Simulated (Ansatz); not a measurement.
**r2SCAN/STO-3G run of AlCl2F (SMILES [F][Al]([Cl])[Cl])**

What is the vertical electron affinity of AlCl2F at r2SCAN/STO-3G? 

Program for the calculation: Ansatz 0.2.0.

61 further runs of the same task are left out: 5 that didn't finish, 56 set aside as unsound or not needed.

## Step 1: The structure to begin with

AlCl2F: 4 atoms, total charge 0, spin state singlet. As SMILES, `[F][Al]([Cl])[Cl]`. The coordinates come from a PBE0-D4/def2-TZVP relaxation.

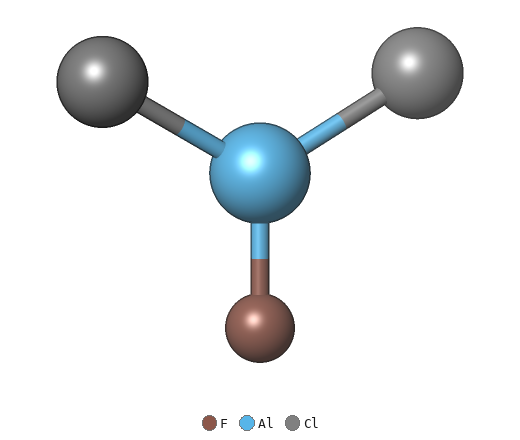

The structure, seen from a chosen angle (fluorine brown, aluminium blue, chlorine grey).

## Step 2: A single-point energy at r2SCAN/STO-3G

input.yaml

```yaml
crystal:
  periodic: [false, false, false]
  atoms:
    - symbol: F
      position_ang: [0.087420, 0.388220, 1.682350]
    - symbol: Al
      position_ang: [0.004800, 0.021530, 0.093600]
    - symbol: Cl
      position_ang: [1.223040, -1.463690, -0.663450]
    - symbol: Cl
      position_ang: [-1.315270, 1.053930, -1.112510]
basis:
  gaussian: {orbitals: STO-3G}
hamiltonian: {xc: r2scan}
accuracy: high
```

On the command line:

```
$ ansatz run input.yaml --threads 1 --pin off --max-ram 3480MiB --events-out events.jsonl --progress --plain --runs-dir runs
```

Output:

```text
Warning: RAYON_NUM_THREADS=1 ignored (pool sized by the plan → 1); use --threads N
Functional definition: r2SCAN
  name "r2SCAN"
  parameter k0 = 0.174
  parameter k1 = 0.065
  parameter a1 = 4.9479
  exchange = r2scan_x(k0 = k0, k1 = k1, a1 = a1)
  correlation = r2scan_c
603 factors; integrals over basis functions are off by at most 2.8e-8 eV
mean field evaluation 1: about -33967.7929 eV, gradient 3.0e1 eV
mean field evaluation 2: about -33961.6534 eV, gradient 6.0e1 eV
mean field evaluation 4: about -33971.4402 eV, gradient 3.1e0 eV
mean field evaluation 8: about -33971.4540 eV, gradient 4.8e-2 eV
mean field evaluation 16: about -33971.4540 eV, gradient 1.4e-8 eV
mean field -33971.45401111 eV, -1248.4279082298 hartree, gradient 2.0e-8 eV, S^2 0.000000; 0 other end points of the search recorded, 0 dependent functions left out
reference -33971.45401140 eV, -1248.4279082404 hartree; 28, 28 occupied and 4, 4 virtual orbitals, 603 factors
Total energy: -33971.45401140 eV, -1248.4279082404 hartree
```

Wall time 4.5 s (1 thread of Arm Neoverse V1, shared host); peak memory 0.17 GiB.

## Step 3: The doublet anion, same level

run.yaml

```yaml
crystal:
  periodic: [false, false, false]
  atoms:
    - {symbol: F, position_ang: [0.087420, 0.388220, 1.682350]}
    - {symbol: Al, position_ang: [0.004800, 0.021530, 0.093600]}
    - {symbol: Cl, position_ang: [1.223040, -1.463690, -0.663450]}
    - {symbol: Cl, position_ang: [-1.315270, 1.053930, -1.112510]}
basis:
  gaussian: {orbitals: STO-3G}
total_charge: -1
magnetization: {spin_polarized: true, initial_magnetization: 1}
hamiltonian: {xc: r2scan}
accuracy: high
```

On the command line:

```
$ ansatz run run.yaml --threads 1 --pin off --max-ram 3480MiB --events-out events.jsonl --progress --plain --runs-dir runs
```

Output:

```text
Warning: RAYON_NUM_THREADS=1 ignored (pool sized by the plan → 1); use --threads N
Functional definition: r2SCAN
  name "r2SCAN"
  parameter k0 = 0.174
  parameter k1 = 0.065
  parameter a1 = 4.9479
  exchange = r2scan_x(k0 = k0, k1 = k1, a1 = a1)
  correlation = r2scan_c
603 factors; integrals over basis functions are off by at most 2.8e-8 eV
mean field evaluation 1: about -33964.5418 eV, gradient 1.1e1 eV
mean field evaluation 2: about -33964.1624 eV, gradient 1.1e1 eV
mean field evaluation 4: about -33965.5721 eV, gradient 1.2e0 eV
mean field evaluation 8: about -33965.5867 eV, gradient 5.3e-2 eV
mean field evaluation 16: about -33965.5868 eV, gradient 4.4e-6 eV
mean field evaluation 32: about -33965.2129 eV, gradient 2.8e-8 eV
mean field -33965.58676770 eV, -1248.2122910115 hartree, gradient 2.2e-9 eV, S^2 0.754451; 3 other end points of the search recorded, 0 dependent functions left out
reference -33965.58676825 eV, -1248.2122910315 hartree; 29, 28 occupied and 3, 4 virtual orbitals, 603 factors
Total energy: -33965.58676825 eV, -1248.2122910315 hartree
```

Wall time 17 s (1 thread of Arm Neoverse V1, shared host); peak memory 0.29 GiB.

## Step 4: Outcome

At r2SCAN/STO-3G:

| quantity | value |
| --- | --- |
| singlet AlCl2F: total energy | -1248.42791 Eh |
| doublet anion: total energy | -1248.21229 Eh |
| doublet anion: ⟨S²⟩ | 0.754 |
| vertical electron affinity (to the doublet anion) | -5.867 eV |

What this shows: The anion lies 5.87 eV (566 kJ/mol) above the neutral: the electron isn't bound at this level, and such a value depends on the basis. Without diffuse functions anions come out too high. In a minimal basis such a difference can be off by several eV, whatever the method.
